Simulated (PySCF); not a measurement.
**BPH6 (SMILES [BH3-][PH3+]): levels of theory compared**

Aim: a comparison of 6 runs (HF/STO-3G, HF/3-21G, B3LYP/6-31G*, B3LYP/def2-SVPD, CAM-B3LYP/def2-SVPD, M06-L/def2-SVPD) of BPH6. The job is set up through a Python script.

The calculation is run with PySCF 2.14.0.

2 further runs of the same task are left out: 2 set aside as unsound or not needed.

## Step 1: Starting point

The species is BPH6 (8 atoms), meant as a singlet with charge 0. As SMILES, `[BH3-][PH3+]`. The coordinates come from a PBE0-D4/def2-TZVP relaxation.

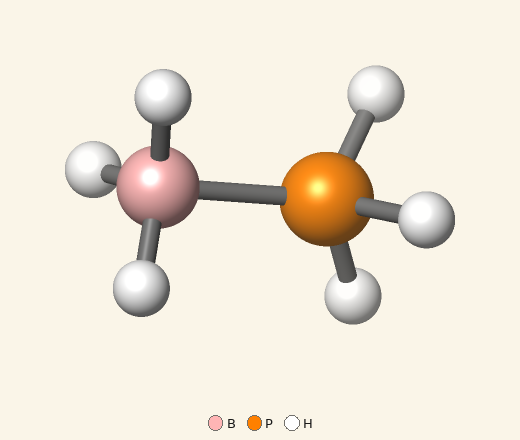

Viewed from a chosen angle; boron pink, phosphorus orange, hydrogen white.

## Step 2: A single-point energy at HF/STO-3G (run 1)

File calc.py:

```python
from pyscf import gto

mol = gto.M(
    atom='''
B       -0.556100       0.227200      -0.914000
P        0.433900      -0.181600       0.667700
H       -1.693400       0.343100      -0.520100
H       -0.367800      -0.730200      -1.628000
H       -0.055500       1.254200      -1.309900
H        0.418800       0.755700       1.718800
H        1.823100      -0.380300       0.547100
H        0.089200      -1.345200       1.382600
''',
    basis='sto-3g',
    verbose=4,
    max_memory=1860,
)

mf = mol.RHF()
mf.conv_tol = 1e-10
mf.kernel()
if not mf.converged:
    mf = mf.newton().run(mf.mo_coeff, mf.mo_occ)

e_final = mf.e_tot
print(f'total energy: {e_final:.8f} hartree')
```

Command:

```sh
$ OMP_NUM_THREADS=1 python calc.py
```

Standard output:

```text
PySCF version 2.14.0

[INPUT] num. atoms = 8
[INPUT] num. electrons = 26
[INPUT] charge = 0
[INPUT] spin (= nelec alpha-beta = 2S) = 0
[INPUT] symmetry False subgroup None
[INPUT] Mole.unit = angstrom
[INPUT] Symbol           X                Y                Z      unit          X                Y                Z       unit  Magmom
[INPUT]  1 B     -0.556100000000   0.227200000000  -0.914000000000 AA   -1.050876697871   0.429345775501  -1.727209677852 Bohr   0.0
[INPUT]  2 P      0.433900000000  -0.181600000000   0.667700000000 AA    0.819952165449  -0.343174264221   1.261770133372 Bohr   0.0
[INPUT]  3 H     -1.693400000000   0.343100000000  -0.520100000000 AA   -3.200062219338   0.648365033338  -0.982846557386 Bohr   0.0
[INPUT]  4 H     -0.367800000000  -0.730200000000  -1.628000000000 AA   -0.695041268615  -1.379878016157  -3.076474130792 Bohr   0.0
[INPUT]  5 H     -0.055500000000   1.254200000000  -1.309900000000 AA   -0.104879799913   2.370094505430  -2.475352250568 Bohr   0.0
[INPUT]  6 H      0.418800000000   0.755700000000   1.718800000000 AA    0.791417300968   1.428066032334   3.248061262902 Bohr   0.0
[INPUT]  7 H      1.823100000000  -0.380300000000   0.547100000000 AA    3.445159697695  -0.718662845172   1.033869162750 Bohr   0.0
[INPUT]  8 H      0.089200000000  -1.345200000000   1.382600000000 AA    0.168563570311  -2.542059582765   2.612735339824 Bohr   0.0

nuclear repulsion = 59.5445171843588
number of shells = 14
number of NR pGTOs = 60
number of NR cGTOs = 20
basis = sto-3g
ecp = {}

******** <class 'pyscf.scf.hf.RHF'> ********
method = RHF
initial guess = minao
damping factor = 0
level_shift factor = 0
DIIS = <class 'pyscf.scf.diis.CDIIS'>
diis_start_cycle = 1
diis_space = 8
diis_damp = 0
SCF conv_tol = 1e-10
SCF conv_tol_grad = None
SCF max_cycles = 50
direct_scf = True
direct_scf_tol = 1e-13
Set gradient conv threshold to 1e-05
Initial guess from minao.
init E= -364.44614036682
  HOMO = -0.316288666529019  LUMO = 0.356558709482061  gap/eV = 18.30911
cycle= 1 E= -364.722831492274  delta_E= -0.277  |g|= 0.219  |ddm|= 2.72
  HOMO = -0.33406725519685  LUMO = 0.3903350264411  gap/eV = 19.71199
cycle= 2 E= -364.744918966696  delta_E= -0.0221  |g|= 0.0516  |ddm|=  0.4
  HOMO = -0.365691537680822  LUMO = 0.409268868543522  gap/eV = 21.08775
cycle= 3 E= -364.746352919595  delta_E= -0.00143  |g|= 0.0109  |ddm|=  0.1
  HOMO = -0.364674943685492  LUMO = 0.410580149824052  gap/eV = 21.09577
cycle= 4 E= -364.746420962755  delta_E= -6.8e-05  |g|= 0.00117  |ddm|= 0.0265
  HOMO = -0.364840088303817  LUMO = 0.410601183762149  gap/eV = 21.10083
cycle= 5 E= -364.746421900529  delta_E= -9.38e-07  |g|= 0.000167  |ddm|= 0.00313
  HOMO = -0.364884587178717  LUMO = 0.410668965812943  gap/eV = 21.10389
cycle= 6 E= -364.746421918261  delta_E= -1.77e-08  |g|= 1.75e-05  |ddm|= 0.00046
  HOMO = -0.364889827318605  LUMO = 0.410664476483033  gap/eV = 21.10391
cycle= 7 E= -364.746421918464  delta_E= -2.03e-10  |g|= 2.65e-06  |ddm|= 5.24e-05
  HOMO = -0.364889519757245  LUMO = 0.410665614085608  gap/eV = 21.10393
cycle= 8 E= -364.746421918469  delta_E= -4.66e-12  |g|= 3.16e-07  |ddm|= 7.8e-06
  HOMO = -0.364889613627808  LUMO = 0.410665614193656  gap/eV = 21.10393
Extra cycle  E= -364.746421918468  delta_E= 3.98e-13  |g|= 7.99e-08  |ddm|= 6.3e-07
converged SCF energy = -364.746421918468
total energy: -364.74642192 hartree
```

It took 0.6 s on 1 thread of Arm Neoverse V2, shared host; peak memory 0.12 GiB.

## Step 3: A single-point energy at HF/3-21G (run 2)

File run.py:

```python
# [BH3-][PH3+]
from pyscf import gto, scf

mol = gto.Mole()
mol.atom = '''
B     -1.050877     0.429346    -1.727210
P      0.819952    -0.343174     1.261770
H     -3.200062     0.648365    -0.982847
H     -0.695041    -1.379878    -3.076474
H     -0.104880     2.370095    -2.475352
H      0.791417     1.428066     3.248061
H      3.445160    -0.718663     1.033869
H      0.168564    -2.542060     2.612735
'''
mol.unit = 'bohr'
mol.max_memory = 1860
mol.charge = 0
mol.basis = '3-21g'
mol.spin = 0
mol.verbose = 3
mol.build()

mf = scf.RHF(mol)
mf.conv_tol = 1e-10
mf.kernel()
if not mf.converged:
    mf = mf.newton().run(mf.mo_coeff, mf.mo_occ)

e_final = mf.e_tot
print(f'total energy: {e_final:.8f} hartree')
```

Command:

```sh
$ OMP_NUM_THREADS=1 python run.py
```

Standard output:

```text
converged SCF energy = -366.948024669705
total energy: -366.94802467 hartree
```

It took 0.5 s on 1 thread of Arm Neoverse V2, shared host; peak memory 0.1 GiB.

## Step 4: The energy at B3LYP/6-31G(d) (spherical functions) (run 3)

File run.py:

```python
from pyscf import gto, dft

mol = gto.Mole()
mol.atom = [
    ('B', (-0.556100, 0.227200, -0.914000)),
    ('P', (0.433900, -0.181600, 0.667700)),
    ('H', (-1.693400, 0.343100, -0.520100)),
    ('H', (-0.367800, -0.730200, -1.628000)),
    ('H', (-0.055500, 1.254200, -1.309900)),
    ('H', (0.418800, 0.755700, 1.718800)),
    ('H', (1.823100, -0.380300, 0.547100)),
    ('H', (0.089200, -1.345200, 1.382600)),
]
mol.spin = 0
mol.basis = '6-31g*'
mol.verbose = 3
mol.max_memory = 1860
mol.build()

mf = dft.RKS(mol, xc='b3lyp')
mf.grids.level = 5
mf.conv_tol = 1e-10
mf.kernel()
if not mf.converged:
    mf = mf.newton().run(mf.mo_coeff, mf.mo_occ)

etot = mf.e_tot
print('Final energy', etot)
```

Command:

```sh
$ OMP_NUM_THREADS=1 python run.py
```

Standard output:

```text
converged SCF energy = -369.783000431623
Final energy -369.7830004316231
```

Run time: 5.4 s. Hardware: 1 thread of Arm Neoverse V2, shared host; peak memory 0.27 GiB.

Runs 4 to 5 aren't shown in full; the table further down has their settings and results.

## Step 5: The energy at M06-L/def2-SVPD (run 6)

File calc.py:

```python
from pyscf import gto, dft

mol = gto.Mole()
mol.atom = '''
B     -1.050877     0.429346    -1.727210
P      0.819952    -0.343174     1.261770
H     -3.200062     0.648365    -0.982847
H     -0.695041    -1.379878    -3.076474
H     -0.104880     2.370095    -2.475352
H      0.791417     1.428066     3.248061
H      3.445160    -0.718663     1.033869
H      0.168564    -2.542060     2.612735
'''
mol.verbose = 3
mol.basis = 'def2-svpd'
mol.unit = 'bohr'
mol.max_memory = 1860
mol.build()

mf = dft.RKS(mol)
mf.xc = 'm06-l'
mf.conv_tol = 1e-10
mf.grids.level = 5
mf.kernel()
if not mf.converged:
    mf = mf.newton().run(mf.mo_coeff, mf.mo_occ)

etot = mf.e_tot
print('Final energy', etot)
```

Command:

```sh
$ OMP_NUM_THREADS=1 python calc.py
```

Standard output:

```text
converged SCF energy = -369.661747167121
Final energy -369.6617471671212
```

Run time: 27 s. Hardware: 1 thread of Arm Neoverse V2, shared host; peak memory 0.5 GiB.

## Step 6: All runs side by side

| run | level | integration grid | energy (Eh) | dipole moment (D) | HOMO energy (eV) | LUMO energy (eV) | wall time |
| --- | --- | --- | --- | --- | --- | --- | --- |
| 1 | HF/STO-3G | – | -364.746422 | 5.46 | -9.93 | 11.17 | 0.6 s |
| 2 | HF/3-21G | – | -366.948025 | 4.62 | -11.74 | 4.50 | 0.5 s |
| 3 | B3LYP/6-31G* (spherical functions) | 5 | -369.783000 | 4.06 | -8.18 | 0.68 | 5.4 s |
| 4 | B3LYP/def2-SVPD | 5 | -369.687002 | 4.04 | -8.39 | -0.20 | 11 s |
| 5 | CAM-B3LYP/def2-SVPD | 5 | -369.636693 | 4.18 | -10.00 | 0.78 | 16 s |
| 6 | M06-L/def2-SVPD | 5 | -369.661747 | 3.88 | -7.44 | -0.03 | 27 s |

## Step 7: Summary of results

| quantity | value |
| --- | --- |
| run 6: total energy | -369.66175 Eh |
| run 6: dipole moment | 3.88 D |
| run 6: HOMO energy | -7.44 eV |
| run 6: LUMO energy | -0.03 eV |
| run 6: HOMO–LUMO gap | 7.41 eV |

The dipole moment (its size) runs from 3.88 D (M06-L/def2-SVPD) to 5.46 D (HF/STO-3G). The two ends differ in method and basis. The HOMO–LUMO gap runs from 7.41 eV (M06-L/def2-SVPD) to 21.10 eV (HF/STO-3G). Totals of different functionals can't be ranked against each other. In run 1 the basis is minimal, so the values are rough. All runs together took 60 s, the longest 27 s.
